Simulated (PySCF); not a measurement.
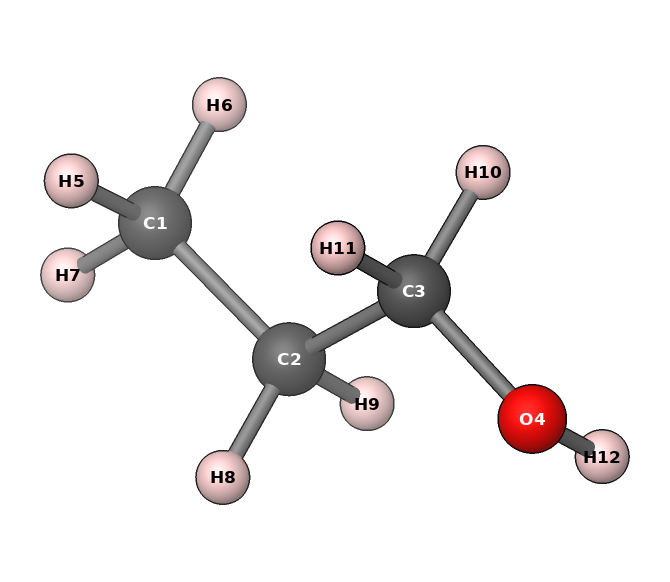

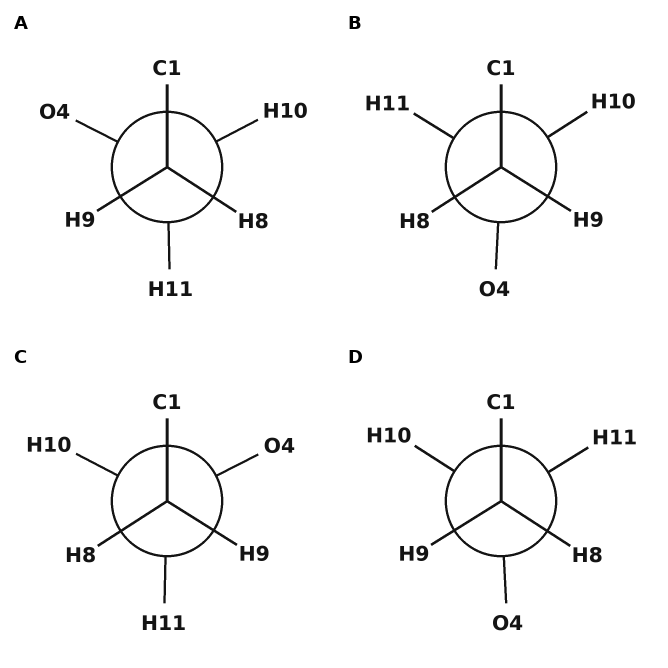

Distant atoms are faded towards the background colour. Bonds that would overlap in a projection are set slightly apart. Computed geometry: PBE0-D3(BJ)/def2-SVP optimisation. No frequency run is at hand to confirm it as a minimum.

**Which Newman projection shows the view along C2–C3, with C2 in front?**

D. The torsion angle C1–C2–C3–O4 is 177°, antiperiplanar (anti).
